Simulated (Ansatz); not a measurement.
# GaC+ (singlet): correlated methods under varied settings at distance C1–Ga2 = 3.217 Å

Aim: run GaC+ (singlet) at one geometry under a spread of methods and options, and see what each costs and gives.

Program: Ansatz 0.2.0, Gaussian basis. Level of theory: the settings change from run to run. These are calculated values, not measurements.

35 further runs of the same task are left out: 9 for a known fault of the program, 19 that didn't finish, 7 set aside as unsound or not needed. Runs told in other sessions of the task aren't counted.

## 1. The geometry

The geometry derives from a PBE0/def2-TZVP stationary point (not a proven minimum). One bond is set to the value named and the two fragments are kept rigid. No spin-orbit coupling is included. The filled d shell of Ga may be among the frozen orbitals whatever the setting's name suggests.

2 atoms, charge 1, spin multiplicity 1.

Atoms are counted from 1 here; the program's logs count them from 0.

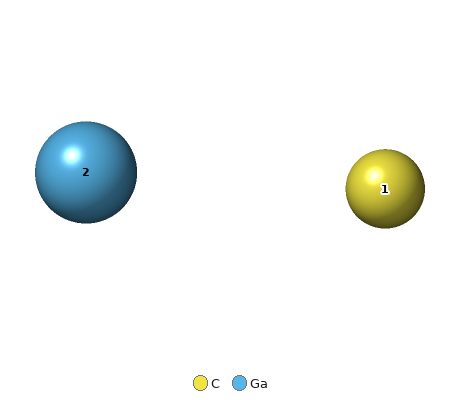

The structure; carbon yellow, gallium blue; atoms are numbered from 1 in the order of the file.

## 2. NEVPT2(2,8)/6-31G

Input file in.yaml:

```yaml
crystal:
  periodic: [false, false, false]
  atoms:
    - {symbol: C, position_ang: [0.000000, 0.000000, 0.000000]}
    - {symbol: Ga, position_ang: [0.000000, 0.000000, 3.217000]}
basis:
  gaussian: {orbitals: 6-31G, fitting: {mean_field: def2-universal-jkfit}}
total_charge: 1
correlation: {method: sc_nevpt2, electrons: outside_noble_gas, active_space: {window: {electrons: 2, orbitals: 8}}}
output: {forces: true}
```

The run is started by

```
> ansatz run in.yaml --threads 1 --pin off --events-out ev --progress --plain --max-ram 2393MiB
```

Output:

```text
Functional definition: HF
  name "HF"
  cite "Fock, Z. Phys. 61, 126 (1930) doi:10.1007/BF01340294"
  parent pbe
  exchange = exact_x
  correlation = 0
341 factors; integrals over basis functions are off by at most 1.9e-3 eV
mean field evaluation 1: about -53342.4436 eV, gradient 6.2e0 eV
mean field evaluation 2: about -53342.6191 eV, gradient 1.6e0 eV
mean field evaluation 4: about -53342.6305 eV, gradient 1.9e-1 eV
mean field evaluation 8: about -53341.7737 eV, gradient 5.6e0 eV
mean field evaluation 16: about -53342.6277 eV, gradient 1.5e-1 eV
mean field evaluation 32: about -53342.0298 eV, gradient 2.0e-2 eV
mean field -53342.63062306 eV, -1960.3055184639 hartree, gradient 7.1e-7 eV, S^2 0.000000; 7 other end points of the search recorded, 0 dependent functions left out; unrestricted orbitals would lower it
reference -53342.63062306 eV, -1960.3055184639 hartree; 18, 18 occupied and 20, 20 virtual orbitals, 341 factors
state -53343.67947263 eV, -1960.3440629745 hartree
state -53343.67947263 eV, -1960.3440629745 hartree; corrected -53344.68346700 eV, -1960.3809590871 hartree
state -53343.44742699 eV, -1960.3355354546 hartree
state -53343.44742699 eV, -1960.3355354546 hartree; corrected -53344.53712681 eV, -1960.3755811842 hartree
state -53343.67947263 eV, -1960.3440629745 hartree; corrected -53344.68346700 eV, -1960.3809590871 hartree
WARN: 3 active orbitals are nearly empty or full. The corrections depend on them more than the energy does, and are more stable in an active space without them
the calculation of the forces begins
Total energy: -53344.68346700 eV, -1960.3809590871 hartree
Atom 0 at     0.000000     0.000000     0.000000 Å, force    -0.000000     0.000000     0.272306 eV/Å
Atom 1 at     0.000000     0.000000     3.217000 Å, force     0.000000    -0.000000    -0.272306 eV/Å
Dipole moment:     0.000000    -0.000000     0.030314 e Å
```

Run time: 13 s. Hardware: 1 thread of Arm Neoverse V2, shared host.

From the report: 24 determinants; active occupations 1.92, 0.04, 0.04, 0.00, 0.00, 0.00, 0.00, 0.00. The report marks this result as in doubt.

## 3. CASCI(2,7)/def2-SVP

Input file in.yaml:

```yaml
crystal:
  periodic: [false, false, false]
  atoms:
    - {symbol: C, position_ang: [0.000000, 0.000000, 0.000000]}
    - {symbol: Ga, position_ang: [0.000000, 0.000000, 3.217000]}
basis:
  gaussian: {orbitals: def2-SVP}
total_charge: 1
correlation: {active_space: {window: {electrons: 2, orbitals: 7}, fixed_orbitals: true}}
accuracy: high
output: {forces: true}
```

Launched as before.

Output, cut to the lines that bear on the results:

```text
Functional definition: HF
  name "HF"
  cite "Fock, Z. Phys. 61, 126 (1930) doi:10.1007/BF01340294"
  parent pbe
[...]
762 factors; integrals over basis functions are off by at most 1.3e-8 eV
[...]
mean field -53343.64916135 eV, -1960.3429490555 hartree, gradient 2.0e-8 eV, S^2 0.000000; 9 other end points of the search recorded, 0 dependent functions left out
reference -53343.64916135 eV, -1960.3429490555 hartree; 18, 18 occupied and 28, 28 virtual orbitals, 762 factors
state -53343.93417316 eV, -1960.3534230463 hartree
[...]
Total energy: -53343.93417316 eV, -1960.3534230463 hartree
Atom 0 at     0.000000     0.000000     0.000000 Å, force    -0.000000     0.000000    -0.031472 eV/Å
Atom 1 at     0.000000     0.000000     3.217000 Å, force     0.000000     0.000000     0.031472 eV/Å
Dipole moment:    -0.000000     0.000000    -0.010944 e Å
```

Run time: 1.5 s. Hardware: 1 thread of Arm Neoverse V2, shared host.

From the report: 17 determinants; active occupations 1.86, 0.07, 0.07, 0.00, 0.00, 0.00, 0.00.

## 4. MP2 on RHF/cc-pVDZ

Input file in.yaml:

```yaml
crystal:
  periodic: [false, false, false]
  atoms:
    - {symbol: C, position_ang: [0.000000, 0.000000, 0.000000]}
    - {symbol: Ga, position_ang: [0.000000, 0.000000, 3.217000]}
basis:
  gaussian: {orbitals: cc-pVDZ}
total_charge: 1
magnetization: {spin_polarized: false}
correlation: {method: mp2, electrons: all}
```

Launched as before.

Output, cut to the lines that bear on the results:

```text
Functional definition: HF
  name "HF"
  cite "Fock, Z. Phys. 61, 126 (1930) doi:10.1007/BF01340294"
  parent pbe
[...]
457 factors; integrals over basis functions are off by at most 4.7e-4 eV
[...]
mean field -53350.75036239 eV, -1960.6039133805 hartree, gradient 5.7e-7 eV, S^2 0.000000; 9 other end points of the search recorded, 0 dependent functions left out; unrestricted orbitals would lower it
[...]
unrestricted determinant -53352.21425782 eV, -1960.6577105453 hartree, S^2 1.0179
reference -53350.75036239 eV, -1960.6039133805 hartree; 18, 18 occupied and 23, 23 virtual orbitals, 457 factors
second order -3.14928066 eV of doubles, -0.00000000 eV of singles
Total energy: -53353.89964305 eV, -1960.7196473100 hartree
```

It took 1.1 s on 1 thread of Arm Neoverse V2, shared host.

## 5. HF/def2-mTZVP

in.yaml, as its differences from that of step 4:

```diff
@@ -6,5 +6,6 @@
 basis:
-  gaussian: {orbitals: cc-pVDZ}
+  gaussian: {orbitals: def2-mTZVP}
 total_charge: 1
 magnetization: {spin_polarized: false}
-correlation: {method: mp2, electrons: all}
+hamiltonian: {xc: hf}
+output: {forces: true, orbitals: {seedname: orbitals}}
```

Same command.

Output, cut to the lines that bear on the results:

```text
Functional definition: HF
  name "HF"
  cite "Fock, Z. Phys. 61, 126 (1930) doi:10.1007/BF01340294"
  parent pbe
[...]
502 factors; integrals over basis functions are off by at most 3.4e-4 eV
[...]
mean field -53351.67022519 eV, -1960.6377177148 hartree, gradient 2.6e-5 eV, S^2 0.000000; 3 other end points of the search recorded, 0 dependent functions left out
[...]
reference -53351.67022519 eV, -1960.6377177148 hartree; 18, 18 occupied and 37, 37 virtual orbitals, 502 factors
Total energy: -53351.67022519 eV, -1960.6377177148 hartree
Atom 0 at     0.000000     0.000000     0.000000 Å, force     0.000000    -0.000000     0.213599 eV/Å
Atom 1 at     0.000000     0.000000     3.217000 Å, force     0.000000    -0.000000    -0.213599 eV/Å
Dipole moment:    -0.000000    -0.000000     0.099740 e Å
```

Wall time 0.84 s (1 thread of Arm Neoverse V2, shared host).

## 6. MP2 on UHF/6-31G

Input file in.yaml:

```yaml
crystal:
  periodic: [false, false, false]
  atoms:
    - {symbol: C, position_ang: [0.000000, 0.000000, 0.000000]}
    - {symbol: Ga, position_ang: [0.000000, 0.000000, 3.217000]}
basis:
  gaussian: {orbitals: 6-31G}
total_charge: 1
magnetization: {spin_polarized: true, initial_magnetization: 0}
correlation: {method: mp2, electrons: valence}
```

Same command.

Output, cut to the lines that bear on the results:

```text
Functional definition: HF
  name "HF"
  cite "Fock, Z. Phys. 61, 126 (1930) doi:10.1007/BF01340294"
  parent pbe
[...]
379 factors; integrals over basis functions are off by at most 3.8e-4 eV
[...]
mean field -53343.91201146 eV, -1960.3526086190 hartree, gradient 4.4e-10 eV, S^2 1.007312; 19 other end points of the search recorded, 0 dependent functions left out
10 core orbitals not correlated: weight in the atoms' cores, before any rotation towards them, 1.000 or more for the frozen orbitals, at most 0.000 for the correlated occupied ones
reference -53343.91201146 eV, -1960.3526086190 hartree; 8, 8 occupied and 20, 20 virtual orbitals, 379 factors
second order -5.89351274 eV of doubles, -0.00000000 eV of singles
Total energy: -53349.80552420 eV, -1960.5691912174 hartree
```

It took 3 s on 1 thread of Arm Neoverse V2, shared host.

From the report: ⟨S²⟩ of the determinant 1.007 (pure singlet: 0.00). The determinant of MP2 (⟨S²⟩ 1.01) is far from a pure spin state, so its energy mixes those of several spin states; that is harmless only where they are near-degenerate.

## 7. CASCI(6,5)/cc-pVDZ

Input file in.yaml:

```yaml
crystal:
  periodic: [false, false, false]
  atoms:
    - {symbol: C, position_ang: [0.000000, 0.000000, 0.000000]}
    - {symbol: Ga, position_ang: [0.000000, 0.000000, 3.217000]}
basis:
  gaussian: {orbitals: cc-pVDZ}
total_charge: 1
correlation: {active_space: {window: {electrons: 6, orbitals: 5}, fixed_orbitals: true}}
```

Same command.

Output:

```text
Functional definition: HF
  name "HF"
  cite "Fock, Z. Phys. 61, 126 (1930) doi:10.1007/BF01340294"
  parent pbe
  exchange = exact_x
  correlation = 0
457 factors; integrals over basis functions are off by at most 4.7e-4 eV
mean field evaluation 1: about -53350.5054 eV, gradient 6.6e0 eV
mean field evaluation 2: about -53350.5295 eV, gradient 6.5e0 eV
mean field evaluation 4: about -53350.7490 eV, gradient 4.2e-1 eV
mean field evaluation 8: about -53350.7504 eV, gradient 1.1e-3 eV
mean field evaluation 16: about -53350.1283 eV, gradient 4.6e-1 eV
mean field evaluation 32: about -53350.7446 eV, gradient 1.9e-1 eV
mean field evaluation 64: about -53349.3558 eV, gradient 1.1e1 eV
mean field -53350.75036239 eV, -1960.6039133805 hartree, gradient 5.7e-7 eV, S^2 0.000000; 9 other end points of the search recorded, 0 dependent functions left out
reference -53350.75036239 eV, -1960.6039133805 hartree; 18, 18 occupied and 23, 23 virtual orbitals, 457 factors
state -53350.99297838 eV, -1960.6128293535 hartree
Total energy: -53350.99297838 eV, -1960.6128293535 hartree
```

Wall time 0.7 s (1 thread of Arm Neoverse V2, shared host).

From the report: 28 determinants; active occupations 2.00, 2.00, 1.97, 0.01, 0.01.

## 8. CCSDT on RHF/6-31G*

Input file in.yaml:

```yaml
crystal:
  periodic: [false, false, false]
  atoms:
    - {symbol: C, position_ang: [0.000000, 0.000000, 0.000000]}
    - {symbol: Ga, position_ang: [0.000000, 0.000000, 3.217000]}
basis:
  gaussian: {orbitals: "6-31G*"}
total_charge: 1
magnetization: {spin_polarized: false}
hamiltonian: {pseudopotentials: {relativity: scalar}}
correlation: {method: ccsdt, electrons: outside_noble_gas}
```

The command is unchanged.

Output, cut to the lines that bear on the results:

```text
Functional definition: HF
  name "HF"
  cite "Fock, Z. Phys. 61, 126 (1930) doi:10.1007/BF01340294"
  parent pbe
[...]
753 factors; integrals over basis functions are off by at most 1.3e-7 eV
[...]
mean field -53759.08225798 eV, -1975.6098337662 hartree, gradient 2.3e-6 eV, S^2 0.000000; 9 other end points of the search recorded, 0 dependent functions left out; unrestricted orbitals would lower it
[...]
determinant -53759.08225798 eV, -1975.6098337662 hartree, with singles and doubles -53762.75866139 eV, -1975.7449390995 hartree
determinant -53758.42361003 eV, -1975.5856289002 hartree, with singles and doubles -53762.10735812 eV, -1975.7210041457 hartree
unrestricted determinant -53760.53001024 eV, -1975.6630376802 hartree, S^2 1.0132
15 core orbitals not correlated: weight in the atoms' cores, before any rotation towards them, 1.000 or more for the frozen orbitals, at most 0.000 for the correlated occupied ones
reference -53759.08225798 eV, -1975.6098337662 hartree; 3, 3 occupied and 32, 32 virtual orbitals, 753 factors
second order -2.54228406 eV of doubles, -0.00000000 eV of singles
cycle   1  -3.18662590 eV  change   -6.4e-1 eV  update   8.3e-2
[...]
cycle  24  -3.79716277 eV  change    3.4e-7 eV  update   3.2e-7
Total energy: -53762.87942075 eV, -1975.7493769241 hartree
Relativity: scalar
```

It took 7 s on 1 thread of Arm Neoverse V2, shared host.

From the report: correlation -3.7972 eV; T1 0.015; largest double amplitude 0.21.

## 9. CISD/def2-SVPD

Input file in.yaml:

```yaml
crystal:
  periodic: [false, false, false]
  atoms:
    - {symbol: C, position_ang: [0.000000, 0.000000, 0.000000]}
    - {symbol: Ga, position_ang: [0.000000, 0.000000, 3.217000]}
basis:
  gaussian: {orbitals: def2-SVPD, point_charges: [{charge: -1.00, position_ang: [4.558, -0.916, 0.493]}]}
total_charge: 1
correlation: {active_space: {ras: {orbitals: [3, 0, 40], electrons: 6, max_holes: 2, max_particles: 2}, fixed_orbitals: true}}
```

Same command.

Output:

```text
Functional definition: HF
  name "HF"
  cite "Fock, Z. Phys. 61, 126 (1930) doi:10.1007/BF01340294"
  parent pbe
  exchange = exact_x
  correlation = 0
563 factors; integrals over basis functions are off by at most 4.1e-4 eV
mean field evaluation 1: about -53346.2823 eV, gradient 6.9e0 eV
mean field evaluation 2: about -53346.2935 eV, gradient 6.8e0 eV
mean field evaluation 4: about -53346.5332 eV, gradient 9.4e-1 eV
mean field evaluation 8: about -53346.5361 eV, gradient 3.2e-3 eV
mean field evaluation 16: about -53346.4814 eV, gradient 1.0e0 eV
mean field evaluation 32: about -53346.2989 eV, gradient 3.7e0 eV
mean field -53346.53614705 eV, -1960.4490438233 hartree, gradient 3.2e-6 eV, S^2 0.000000; 8 other end points of the search recorded, 0 dependent functions left out
reference -53346.53614705 eV, -1960.4490438233 hartree; 18, 18 occupied and 40, 40 virtual orbitals, 563 factors
state -53350.06806734 eV, -1960.5788395000 hartree
Total energy: -53350.06806734 eV, -1960.5788395000 hartree
```

It took 1.6 s on 1 thread of Arm Neoverse V2, shared host.

From the report: 19,321 determinants.

## 10. MRCISD+Q(relaxed)(4,8)/cc-pVDZ

Input file in.yaml:

```yaml
crystal:
  periodic: [false, false, false]
  atoms:
    - {symbol: C, position_ang: [0.000000, 0.000000, 0.000000]}
    - {symbol: Ga, position_ang: [0.000000, 0.000000, 3.217000]}
basis:
  gaussian: {orbitals: cc-pVDZ, point_charges: [{charge: 1.00, position_ang: [4.323, -0.641, -0.988]}]}
total_charge: 1
correlation: {method: fic_mrcisd_q_relaxed, electrons: outside_noble_gas, active_space: {window: {electrons: 4, orbitals: 8}, states: [{multiplicity: 1, weights: [0.5, 1, 0.5]}]}}
```

Launched as before.

Output, cut to the lines that bear on the results:

```text
Functional definition: HF
  name "HF"
  cite "Fock, Z. Phys. 61, 126 (1930) doi:10.1007/BF01340294"
  parent pbe
[...]
760 factors; integrals over basis functions are off by at most 1.2e-7 eV
[...]
mean field -53348.26158999 eV, -1960.5124526816 hartree, gradient 2.0e-6 eV, S^2 0.000000; 12 other end points of the search recorded, 0 dependent functions left out; unrestricted orbitals would lower it
reference -53348.26158999 eV, -1960.5124526816 hartree; 18, 18 occupied and 23, 23 virtual orbitals, 760 factors
state -53349.93957387 eV, -1960.5741174517 hartree
state -53349.81574491 eV, -1960.5695668217 hartree
state -53349.69276693 eV, -1960.5650474641 hartree
contracted CI cycle   1: correlation -0.00000000 eV, -0.0000000000 hartree, residual 1.05e1 eV
contracted CI cycle   2: correlation -1.98378754 eV, -0.0729028474 hartree, residual 2.31e0 eV
[...]
contracted CI cycle   6: correlation -2.27688859 eV, -0.0836741124 hartree, residual 7.51e-2 eV
contracted CI cycle   7: correlation -2.27700183 eV, -0.0836782739 hartree, residual 2.22e-2 eV
contracted CI cycle   8: correlation -2.27701493 eV, -0.0836787552 hartree, residual 1.07e-2 eV
contracted CI cycle   9: correlation -2.27701839 eV, -0.0836788824 hartree, residual 6.51e-3 eV
contracted CI cycle  10: correlation -2.27701965 eV, -0.0836789286 hartree, residual 4.46e-3 eV
contracted CI cycle  11: correlation -2.27702039 eV, -0.0836789560 hartree, residual 3.18e-3 eV
contracted CI cycle  12: correlation -2.27702090 eV, -0.0836789745 hartree, residual 2.87e-3 eV
contracted CI cycle  13: correlation -2.27702122 eV, -0.0836789865 hartree, residual 2.04e-3 eV
contracted CI cycle  14: correlation -2.27702132 eV, -0.0836789903 hartree, residual 8.56e-4 eV
state -53349.69276693 eV, -1960.5650474641 hartree; corrected -53352.09385761 eV, -1960.6532859191 hartree
Total energy: -53352.18745696 eV, -1960.6567256317 hartree
```

Run time: 17 s. Hardware: 1 thread of Arm Neoverse V2, shared host.

From the report: 784 determinants; active occupations (of the averaged states) 1.90, 1.18, 0.51, 0.30, 0.03, 0.03, 0.03, 0.00.

## 11. All runs side by side

Where basis and cores are those of an earlier FCI/cc-pVDZ run (-53354.6716 eV), and the records show the same count of frozen orbitals and kind of state, the miss against it is given; a blank cell means that this couldn't be shown. † marks a result that the program doubts.

```
                                                                         level         correlated  functions  energy (eV)  from FCI (meV)    time
                                                           NEVPT2(2,8)/6-31G †  outside noble gas         38  -53344.6835                    13 s
                                                           CASCI(2,7)/def2-SVP                            46  -53343.9342                   1.5 s
                                                            MP2 on RHF/cc-pVDZ                all         41  -53353.8996                   1.1 s
                                                                 HF/def2-mTZVP                            55  -53351.6702                  0.84 s
                                                              MP2 on UHF/6-31G            valence         38  -53349.8055                     3 s
                                                            CASCI(6,5)/cc-pVDZ                            41  -53350.9930          3678.6   0.7 s
                                          CCSDT on RHF/6-31G* (relativity set)  outside noble gas         50  -53762.8794                     7 s
                                        CISD/def2-SVPD (beside a point charge)  outside noble gas         58  -53350.0681                   1.6 s
MRCISD+Q(relaxed)(4,8)/cc-pVDZ (mean of several states, beside a point charge)  outside noble gas         41  -53352.1875                    17 s
```

## 12. Outcome

```
quantity                                                                                 value
    runs                                                                                     9
quickest                                                             CASCI(6,5)/cc-pVDZ, 0.7 s
 slowest  MRCISD+Q(relaxed)(4,8)/cc-pVDZ (mean of several states, beside a point charge), 17 s
```

In words: Total energies in different bases, with other cores or another treatment of relativity can't be set against each other. «valence» and «outside noble gas» are the program's key words; the logs give how many orbitals each freezes, and for Ga to Kr the 3d shell needn't follow the word's plain sense. MRCISD+Q(relaxed)(4,8)/cc-pVDZ (mean of several states, beside a point charge) took 24 times as long as CASCI(6,5)/cc-pVDZ; the jobs differ in more than the method. Hartree-Fock, CASSCF and CASCI lack dynamic correlation by design.
